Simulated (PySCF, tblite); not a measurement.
# B13N12H13: electronic excitations, NMR shifts

Aim: compute the electronic excitations, NMR shifts of B13N12H13.

Computed with tblite 0.8.0 and PySCF 2.14.0 and routines of our own; the level stands in each step. Atoms count from 0.

## 1. The system as given

38 atoms, charge 0, multiplicity 1; geometry from: force field, distance geometry or constructed start.

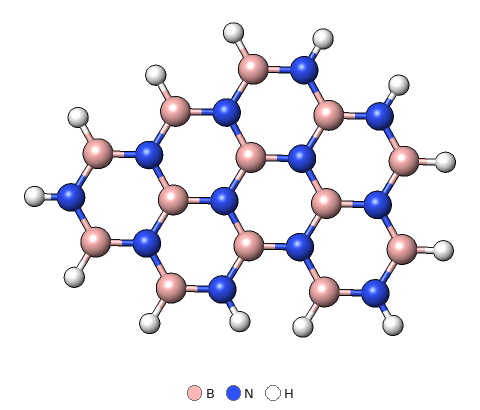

The starting geometry (boron pink, nitrogen blue, hydrogen white).

## 2. Optimising the geometry with GFN2-xTB

Job settings and geometry (Å):

```
{"job": {"kind": "relax", "xc": "GFN2-xTB", "basis": "xTB"}, "charge": 0, "multiplicity": 1}
B      0.701800     2.995300    -0.001600
N     -0.562000     3.724700    -0.006900
B     -1.809400     2.994800     0.001000
N     -1.815300     1.551500    -0.006200
B     -0.559800     0.820900     0.003400
N      0.693600     1.546600    -0.002600
B     -3.070200     0.823800    -0.003300
N     -3.066900    -0.625200     0.001500
B     -1.811900    -1.355000    -0.000400
N     -0.561600    -0.628700     0.001600
B      3.206300     2.995900    -0.002100
N      1.950200     3.720100    -0.000000
B      1.949300     0.822800     0.005000
N      3.210600     1.546500    -0.002700
B      4.461900     0.827200     0.000200
N      1.950800    -0.627300     0.006300
B      3.208800    -1.351000     0.000900
N      4.463000    -0.631300    -0.001000
B      0.696300    -1.351100     0.002500
N     -1.811800    -2.802000     0.002700
B     -0.561100    -3.524100     0.001500
N      0.696000    -2.801400    -0.000200
B     -4.322600    -1.348300     0.006600
N     -4.330200    -2.807200    -0.001500
B     -3.069800    -3.525300     0.000900
H     -0.564900     4.761200     0.002500
H     -2.827100     3.584400    -0.000700
H     -4.084100     1.407700     0.001200
H      4.222200     3.582500    -0.002000
H      1.953800     4.762500     0.003400
H      5.481000     1.407700    -0.001100
H      3.206500    -2.521600     0.000200
H      5.363800    -1.147800    -0.001900
H     -0.556700    -4.699200     0.003700
H      1.598800    -3.321100    -0.003300
H     -5.338800    -0.765700    -0.002900
H     -5.227500    -3.322800    -0.004100
H     -3.069400    -4.695400    -0.002600
```

Command:

```console
> OMP_NUM_THREADS=2 python large_run.py task.json out
```

The driver reads the jobs from task.json and runs them one after another.

The program printed:

```text
step      E/eV     max force
  0   -1599.36100    1.528
  1   -1599.56920    1.037
  2   -1599.69633    0.653
  3   -1599.76796    0.587
  4   -1599.84235    0.474
  5   -1599.86984    0.339
  6   -1599.88301    0.180
  7   -1599.88699    0.112
  8   -1599.88937    0.089
  9   -1599.89109    0.077
 10   -1599.89258    0.071
 11   -1599.89389    0.076
 12   -1599.89510    0.083
 13   -1599.89609    0.063
 14   -1599.89679    0.049
 15   -1599.89724    0.042
 16   -1599.89754    0.032
 17   -1599.89778    0.035
 18   -1599.89799    0.036
 19   -1599.89818    0.026
 20   -1599.89836    0.026
 21   -1599.89850    0.026
 22   -1599.89862    0.028
 23   -1599.89871    0.021
 24   -1599.89879    0.025
 25   -1599.89886    0.025
 26   -1599.89891    0.017
```

Wall time 1.2 s (2 threads of Arm Neoverse N1, shared host); peak memory 0.16 GiB.

The steps of the relaxation:

```
step  energy from step 0 (eV)  largest force (eV/Å)
   0                   0.0000                1.5277
   1                  -0.2082                1.0370
   2                  -0.3353                0.6528
   3                  -0.4070                0.5873
   4                  -0.4813                0.4741
   5                  -0.5088                0.3391
   6                  -0.5220                0.1798
   7                  -0.5260                0.1120
   8                  -0.5284                0.0894
   9                  -0.5301                0.0772
  10                  -0.5316                0.0714
  11                  -0.5329                0.0767
  13                  -0.5351                0.0630
  14                  -0.5358                0.0498
  15                  -0.5362                0.0425
  16                  -0.5365                0.0318
  18                  -0.5370                0.0355
  19                  -0.5372                0.0263
  20                  -0.5374                0.0258
  22                  -0.5376                0.0287
  23                  -0.5377                0.0206
  24                  -0.5378                0.0255
  25                  -0.5379                0.0255
  26                  -0.5379                0.0171
```

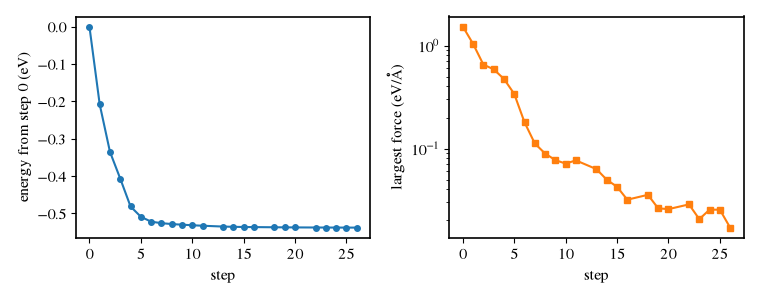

Energy and largest force along the relaxation.

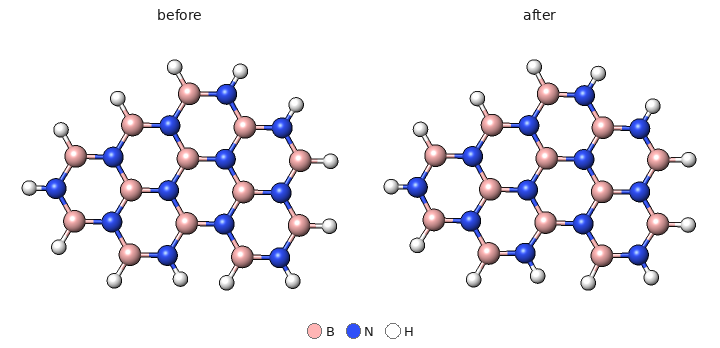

Before and after, at one scale.

Distances of close pairs at the start and the end, largest changes first:

```
   bond  before (Å)  after (Å)  change (Å)
B14–N17       1.459      1.413      -0.045
B22–N23       1.459      1.414      -0.045
B20–N21       1.450      1.405      -0.045
B10–N11       1.450      1.407      -0.043
  N1–B2       1.445      1.408      -0.037
N23–B24       1.451      1.415      -0.036
N21–H34       1.042      1.006      -0.035
N11–H29       1.042      1.009      -0.034
```

The next job starts from the end point, and lists it.

## 3. Electronic excitations: TDA B3LYP/def2-SVP

Job settings and geometry (Å):

```
{"job": {"kind": "uv", "basis": "def2-SVP", "grid": 1, "kgrid": 0, "vcut": 1.5, "nstates": 6, "ntriplets": 2, "tda": true, "delta": ["ip_vertical"], "pop": true, "xc": "B3LYP"}, "charge": 0, "multiplicity": 1}
B      0.693228     2.943002     0.000001
N     -0.555135     3.636827    -0.000443
B     -1.794158     2.968145    -0.000593
N     -1.801313     1.533339     0.000256
B     -0.552691     0.804585     0.000642
N      0.700578     1.510586     0.000569
B     -3.033282     0.812564    -0.000118
N     -3.050846    -0.616171     0.000359
B     -1.804422    -1.349952     0.000641
N     -0.554756    -0.631986     0.000709
B      3.176227     2.981159    -0.000515
N      1.936166     3.645304    -0.000029
B      1.953388     0.801372     0.000168
N      3.195616     1.546566    -0.000534
B      4.440096     0.846465    -0.000884
N      1.962721    -0.644587     0.000414
B      3.218651    -1.324139     0.000401
N      4.413328    -0.566433    -0.000492
B      0.691288    -1.347944     0.000784
N     -1.819663    -2.794631     0.000605
B     -0.575260    -3.506228     0.001160
N      0.623166    -2.772416     0.000803
B     -4.292315    -1.329117    -0.000127
N     -4.264576    -2.742511    -0.000784
B     -3.065657    -3.493892    -0.000224
H     -0.542787     4.645657    -0.001077
H     -2.795022     3.580097    -0.001736
H     -4.046920     1.401557    -0.000557
H      4.175050     3.596182    -0.000726
H      1.917576     4.653745    -0.000185
H      5.463403     1.420402    -0.001460
H      3.310882    -2.496601     0.001393
H      5.291685    -1.061802    -0.000496
H     -0.551564    -4.679235     0.001730
H      1.492781    -3.278865     0.001014
H     -5.317505    -0.759543    -0.000566
H     -5.141814    -3.240256    -0.001591
H     -3.102446    -4.667058    -0.000532
```

With the program's defaults for keys left out, this is: TDA B3LYP/def2-SVP, vertical, gas phase, core orbitals frozen in the response, virtual orbitals cut by energy.

The program printed:

```text
start: PBE on a coarse grid of 32866 points
cycle   1  E = -986.6779058251  dE =  3.902e+00  |g| = 1.203e+00  |ddm| = 8.013e+00
cycle   2  E = -986.0762322498  dE =  6.017e-01  |g| = 2.018e+00  |ddm| = 3.005e+00
cycle   3  E = -987.0089584920  dE = -9.327e-01  |g| = 1.931e-01  |ddm| = 1.942e+00
cycle   4  E = -987.0185453238  dE = -9.587e-03  |g| = 6.737e-02  |ddm| = 2.723e-01
cycle   5  E = -987.0196786687  dE = -1.133e-03  |g| = 2.000e-02  |ddm| = 8.675e-02
cycle   6  E = -987.0197542783  dE = -7.561e-05  |g| = 1.126e-02  |ddm| = 2.851e-02
cycle   7  E = -987.0197855113  dE = -3.123e-05  |g| = 2.217e-03  |ddm| = 9.621e-03
final grid: 145382 points
cycle   8  E = -988.5059251427  dE = -8.833e-03  |g| = 1.277e-01  |ddm| = 3.238e-01
cycle   9  E = -988.5034655830  dE =  2.460e-03  |g| = 1.655e-01  |ddm| = 2.064e-01
cycle  10  E = -988.5091763038  dE = -5.711e-03  |g| = 1.112e-02  |ddm| = 1.243e-01
cycle  11  E = -988.5092112689  dE = -3.497e-05  |g| = 2.424e-03  |ddm| = 1.597e-02
cycle  12  E = -988.5092116478  dE = -3.788e-07  |g| = 8.840e-04  |ddm| = 2.908e-03
cycle  13  E = -988.5092124227  dE = -7.750e-07  |g| = 3.033e-04  |ddm| = 1.099e-03
cycle  14  E = -988.5092122148  dE =  2.080e-07  |g| = 9.265e-05  |ddm| = 2.816e-04
converged SCF energy = -988.5092122148
Vertical ionisation energy (delta-SCF) = 8.6280 eV   <S^2> = 0.759

Static polarisability (au): isotropic 216.406, principal 108.078 248.562 292.579

Singlet excitations
state   eV       nm        f      main configurations
  1   6.0105    206.3   0.05745   H-1->L 0.59, H->L 0.13, H-2->L 0.09
  2   6.0982    203.3   0.32627   H->L 0.80
  3   6.2396    198.7   0.08087   H-2->L 0.62, H-1->L 0.16, H->L+3 0.09
  4   6.4210    193.1   0.00957   H-3->L 0.23, H-1->L+1 0.21, H->L+1 0.21
  5   6.5540    189.2   0.03690   H->L+1 0.38, H-3->L 0.16, H-2->L+1 0.09
  6   6.5761    188.5   0.03388   H->L+2 0.36, H-1->L+1 0.24, H-1->L+2 0.13

Triplet excitations (Tamm-Dancoff, eV): 5.7139 5.8218
```

It took 2.9 min on 2 threads of Arm Neoverse N1, shared host; peak memory 1.5 GiB.

The orbitals next to the gap, with their largest atomic shares:

```
orbital     eV                         atoms
 HOMO−4  -8.13   N7 15 %, N11 15 %, N19 13 %
 HOMO−3  -7.89   N17 18 %, N9 13 %, N21 12 %
 HOMO−2  -7.51    N23 25 %, N7 12 %, N9 12 %
 HOMO−1  -7.31    N1 21 %, N5 12 %, N13 11 %
   HOMO  -7.22  N21 15 %, N15 14 %, N11 12 %
   LUMO  -0.50   B16 17 %, B14 14 %, B6 13 %
 LUMO+1  -0.15  B16 20 %, B22 18 %, B24 15 %
 LUMO+2   0.07     B2 26 %, B20 19 %, B8 8 %
 LUMO+3   0.21   B12 24 %, B10 16 %, B4 13 %
```

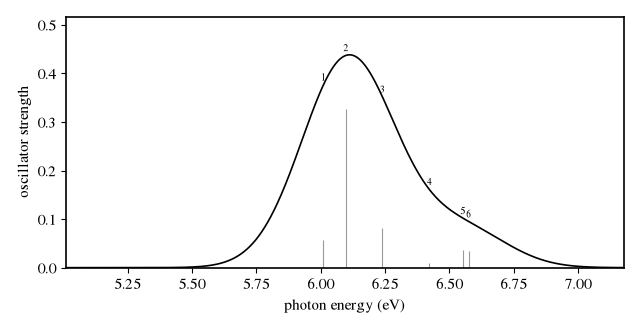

Absorption spectrum from the 6 singlet states computed; above the last one it falls off for lack of states. Lines are broadened to a width of 0.40 eV (Gaussian).

Ground-state properties from the same run:

```
           property  computed
  dipole moment (D)      1.75
polarisability (Å³)     32.07
 HOMO–LUMO gap (eV)      6.71
      −ε(HOMO) (eV)      7.22
```

## 4. NMR shifts: GIAO KT3/pcSseg-1

The job, as its differences from that of step 3:

```diff
@@ -1,2 +1,2 @@
-{"job": {"kind": "uv", "basis": "def2-SVP", "grid": 1, "kgrid": 0, "vcut": 1.5, "nstates": 6, "ntriplets": 2, "tda": true, "delta": ["ip_vertical"], "pop": true, "xc": "B3LYP"}, "charge": 0, "multiplicity": 1}
+{"job": {"kind": "nmr", "xc": "KT3", "basis": "pcSseg-1", "pop": false}, "charge": 0, "multiplicity": 1}
 B      0.693228     2.943002     0.000001
```

Level: GIAO KT3/pcSseg-1 NMR shielding, non-relativistic, gas phase.

The program printed:

```text
start: PBE on a coarse grid of 32866 points
cycle   1  E = -987.2920614708  dE =  4.028e+00  |g| = 1.236e+00  |ddm| = 6.273e+00
cycle   2  E = -986.6849586625  dE =  6.071e-01  |g| = 2.064e+00  |ddm| = 2.625e+00
cycle   3  E = -987.6277700318  dE = -9.428e-01  |g| = 2.034e-01  |ddm| = 1.756e+00
cycle   4  E = -987.6378705478  dE = -1.010e-02  |g| = 6.665e-02  |ddm| = 2.368e-01
cycle   5  E = -987.6389325520  dE = -1.062e-03  |g| = 1.876e-02  |ddm| = 6.849e-02
cycle   6  E = -987.6389969420  dE = -6.439e-05  |g| = 1.091e-02  |ddm| = 2.460e-02
cycle   7  E = -987.6390218916  dE = -2.495e-05  |g| = 2.486e-03  |ddm| = 8.435e-03
final grid: 308115 points
cycle   8  E = -1004.9273274946  dE = -5.029e-02  |g| = 1.487e-01  |ddm| = 5.693e-01
cycle   9  E = -1004.9188214804  dE =  8.506e-03  |g| = 2.478e-01  |ddm| = 2.631e-01
cycle  10  E = -1004.9320954503  dE = -1.327e-02  |g| = 1.373e-02  |ddm| = 1.655e-01
cycle  11  E = -1004.9321387322  dE = -4.328e-05  |g| = 5.293e-03  |ddm| = 1.873e-02
cycle  12  E = -1004.9321456299  dE = -6.898e-06  |g| = 1.974e-03  |ddm| = 5.051e-03
cycle  13  E = -1004.9321457546  dE = -1.247e-07  |g| = 5.354e-04  |ddm| = 2.059e-03
cycle  14  E = -1004.9321452713  dE =  4.833e-07  |g| = 1.097e-04  |ddm| = 4.631e-04
cycle  15  E = -1004.9321458171  dE = -5.458e-07  |g| = 2.863e-05  |ddm| = 1.424e-04
converged SCF energy = -1004.9321458171

GIAO shielding tensors (ppm)
atom      isotropic    diamagn.    paramagn.     s11        s22        s33       span
  0 B       80.682     202.070    -121.388     68.429     70.140    103.477     35.048
  1 N      138.908     326.282    -187.374     38.291    170.670    207.763    169.472
  2 B       71.313     198.699    -127.386     48.323     62.816    102.800     54.477
  3 N      106.921     342.196    -235.275     16.725     39.586    264.453    247.729
  4 B       78.452     201.609    -123.157     65.862     70.599     98.896     33.034
  5 N      137.055     348.645    -211.590     73.904     76.147    261.115    187.210
  6 B       66.162     197.334    -131.171     50.332     53.347     94.807     44.475
  7 N      104.124     339.253    -235.129     12.167     34.515    265.690    253.524
  8 B       79.128     201.254    -122.126     65.938     70.116    101.329     35.391
  9 N      134.565     355.007    -220.442     68.748     72.482    262.465    193.716
 10 B       71.518     195.807    -124.289     48.259     63.415    102.881     54.622
 11 N      138.706     325.690    -186.984     37.726    170.079    208.313    170.587
 12 B       79.109     200.479    -121.370     66.984     69.215    101.127     34.143
 13 N      107.288     334.885    -227.598     17.208     40.061    264.594    247.386
 14 B       72.222     197.221    -124.999     51.727     60.319    104.621     52.894
 15 N      125.747     344.465    -218.718     35.371     78.839    263.031    227.660
 16 B       75.910     200.856    -124.946     50.666     66.823    110.242     59.577
 17 N      119.969     323.494    -203.524    -18.629    156.242    222.295    240.925
 18 B       77.965     202.117    -124.152     64.671     71.096     98.127     33.456
 19 N      107.638     336.597    -228.959     17.284     38.079    267.552    250.268
 20 B       71.727     199.323    -127.597     48.660     63.564    102.957     54.297
 21 N      138.380     334.240    -195.860     28.640    158.670    227.831    199.190
 22 B       71.699     196.804    -125.105     50.569     60.157    104.372     53.803
 23 N      118.528     320.606    -202.078    -20.297    154.581    221.299    241.596
 24 B       72.043     196.427    -124.384     51.158     60.552    104.417     53.258
 25 H       26.777      28.823      -2.046     21.359     27.401     31.571     10.212
 26 H       26.765      29.939      -3.174     23.036     28.071     29.188      6.152
 27 H       26.482      31.441      -4.959     22.516     28.082     28.848      6.332
 28 H       26.838      26.960      -0.122     23.198     27.999     29.317      6.119
 29 H       26.762      27.608      -0.846     21.367     27.413     31.505     10.138
 30 H       26.858      26.933      -0.075     23.329     28.175     29.070      5.741
 31 H       26.600      33.775      -7.175     21.609     27.770     30.421      8.812
 32 H       25.575      25.408       0.167     21.053     25.667     30.004      8.951
 33 H       26.768      29.909      -3.141     23.009     27.965     29.329      6.319
 34 H       25.274      34.877      -9.603     17.547     27.534     30.742     13.194
 35 H       26.773      28.146      -1.373     23.238     28.283     28.799      5.561
 36 H       25.572      21.981       3.591     21.450     25.428     29.838      8.388
 37 H       26.819      27.377      -0.558     23.349     28.177     28.933      5.584
```

Run time: 56 s. Hardware: 2 threads of Arm Neoverse N1, shared host; peak memory 1.2 GiB.

Shifts follow as δ = σ(reference) − σ, with reference shieldings (ppm) from runs at the same level and on the same kind of geometry: ¹H TMS 31.76, ¹⁵N NH3 264.4, ¹¹B BF3·OEt2 100.0. The references are single molecules in the gas phase, so shifts against H2O, NH3, PH3, H3PO4 or CFCl3 are not on the usual liquid scales and can be off by tens of ppm.

```
atoms                           environment  σ (ppm)  δ (ppm)
  H34  hydrogen on a nitrogen bonded to 2 B    25.27     6.49
  H36  hydrogen on a nitrogen bonded to 2 B    25.57     6.19
  H32  hydrogen on a nitrogen bonded to 2 B    25.57     6.19
  H27     hydrogen on a boron bonded to 2 N    26.48     5.28
  H31     hydrogen on a boron bonded to 2 N    26.60     5.16
  H29  hydrogen on a nitrogen bonded to 2 B    26.76     5.00
  H26     hydrogen on a boron bonded to 2 N    26.77     4.99
  H33     hydrogen on a boron bonded to 2 N    26.77     4.99
  H35     hydrogen on a boron bonded to 2 N    26.77     4.99
  H25  hydrogen on a nitrogen bonded to 2 B    26.78     4.98
  H37     hydrogen on a boron bonded to 2 N    26.82     4.94
  H28     hydrogen on a boron bonded to 2 N    26.84     4.92
  H30     hydrogen on a boron bonded to 2 N    26.86     4.90
   B6                boron bonded to 2 N, H     66.2     33.8
   B2                boron bonded to 2 N, H     71.3     28.7
  B10                boron bonded to 2 N, H     71.5     28.5
  B22                boron bonded to 2 N, H     71.7     28.3
  B20                boron bonded to 2 N, H     71.7     28.2
  B24                boron bonded to 2 N, H     72.0     27.9
  B14                boron bonded to 2 N, H     72.2     27.8
  B16                boron bonded to 2 N, H     75.9     24.1
  B18                   boron bonded to 3 N     78.0     22.0
   B4                   boron bonded to 3 N     78.5     21.5
  B12                   boron bonded to 3 N     79.1     20.9
   B8                   boron bonded to 3 N     79.1     20.8
   B0                   boron bonded to 3 N     80.7     19.3
   N7                nitrogen bonded to 3 B    104.1    160.3
   N3                nitrogen bonded to 3 B    106.9    157.5
  N13                nitrogen bonded to 3 B    107.3    157.1
  N19                nitrogen bonded to 3 B    107.6    156.8
  N23             nitrogen bonded to 2 B, H    118.5    145.9
  N17             nitrogen bonded to 2 B, H    120.0    144.4
  N15                nitrogen bonded to 3 B    125.7    138.6
   N9                nitrogen bonded to 3 B    134.6    129.8
   N5                nitrogen bonded to 3 B    137.1    127.3
  N21             nitrogen bonded to 2 B, H    138.4    126.0
  N11             nitrogen bonded to 2 B, H    138.7    125.7
   N1             nitrogen bonded to 2 B, H    138.9    125.5
```

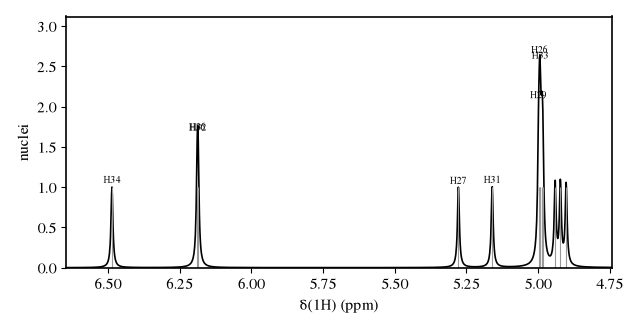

¹H lines at the computed shifts, without couplings. Lines are broadened to a width of 0.01 ppm (Lorentzian).

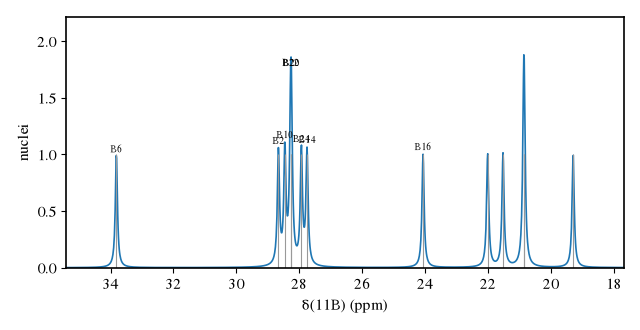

¹¹B lines at the computed shifts, without couplings. Lines are broadened to a width of 0.08 ppm (Lorentzian).

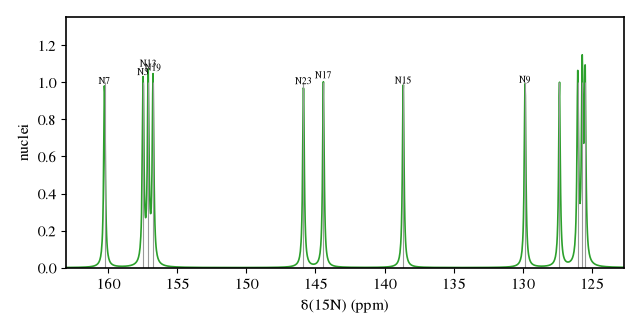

¹⁵N lines at the computed shifts, without couplings. Lines are broadened to a width of 0.14 ppm (Lorentzian).

Ring of atoms B0, N1, B2, N3, B4, N5: NICS(0) -1.3, NICS(1) -1.8, NICS(1)zz 1.1 ppm (means of both faces).

Ring of atoms B0, N5, B10, N11, B12, N13: NICS(0) -1.3, NICS(1) -1.9, NICS(1)zz 0.9 ppm (means of both faces).

Ring of atoms N3, B4, B6, N7, B8, N9: NICS(0) -0.4, NICS(1) -1.7, NICS(1)zz 1.9 ppm (means of both faces).

## 5. Outcome

| quantity | value |
| --- | --- |
| lowest singlet (B3LYP/def2-SVP) | 6.01 eV (206 nm), f = 0.057 |
| brightest single state of those computed | state 2, 6.10 eV, f = 0.326 |
| lowest triplet | 5.71 eV |
| ¹H shifts against TMS (KT3/pcSseg-1) | 6.49, 6.19, 6.19, 5.28, 5.16, 5.00, 4.99, 4.99, 4.99, 4.98, 4.94, 4.92, 4.90 ppm |
| ¹¹B shifts against BF3·OEt2 (KT3/pcSseg-1) | 33.8, 28.7, 28.5, 28.3, 28.2, 27.9, 27.8, 24.1, 22.0, 21.5, 20.9, 20.8, 19.3 ppm |
| ¹⁵N shifts against NH3 (KT3/pcSseg-1) | 160.3, 157.5, 157.1, 156.8, 145.9, 144.4, 138.6, 129.8, 127.3, 126.0, 125.7, 125.5 ppm |

The first singlet state (HOMO−1→LUMO 0.59, HOMO→LUMO 0.13) lies at 6.01 eV and is bright; of the 6 states computed, the strongest absorption comes from state 2 at 6.10 eV. The lowest triplet lies 0.30 eV below the lowest singlet.
